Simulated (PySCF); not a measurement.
Consider CH₆NPSi.

Input

```
{"job": {"kind": "uv", "xc": "CAM-B3LYP", "basis": "def2-SVPD", "nstates": 8, "ntriplets": 3}, "charge": 0, "multiplicity": 1}
N     -1.909477    -1.176041    -0.015505
C     -0.964302    -0.588223    -0.598448
Si     0.031109     0.943694    -0.022671
P      2.091273     0.345423     0.632693
H     -2.205073    -0.759837     0.867774
H     -0.662627    -1.049888    -1.539797
H      0.150742     1.876766    -1.144289
H     -0.653260     1.546048     1.125757
H      2.423073    -0.286895    -0.553297
H      1.707424    -0.846393     1.225257
```

Launched as:

```sh
OMP_NUM_THREADS=1 python probes_run.py task.json out
```

Geometry: GFN2-xTB.

Computed with CAM-B3LYP/def2-SVPD, SCF density, gas phase in PySCF 2.14.0.

Question: Predict the electron density and electron localisation function between the atoms.

Answer: C–N (1.26 Å): the density is about 2.9 e/Å³ at the midpoint; the ELF peaks at about 0.90 between the atoms (a multiple bond).
C–Si (1.92 Å): the density is about 0.93 e/Å³ at the midpoint; the ELF peaks at about 1 between the atoms, as expected for localised, covalent bonding.
N–H (1.02 Å): the density is about 2.8 e/Å³ at the midpoint; the ELF climbs to about 1 towards the hydrogen, as it does in any bond to H: a covalent bond by its length.
C–H (1.09 Å): ρ is about 2 e/Å³ halfway; the ELF climbs to about 1 towards the hydrogen: an ordinary covalent bond to hydrogen.

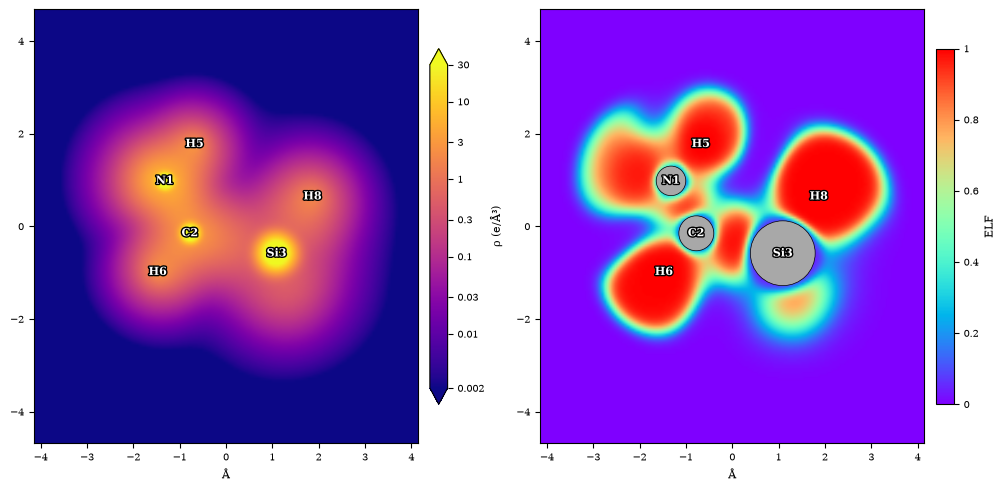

Computed electron density and electron localisation function on the plane of atoms N1, C2 and H6, in this order. Grey discs cover the atomic cores in the ELF map. 
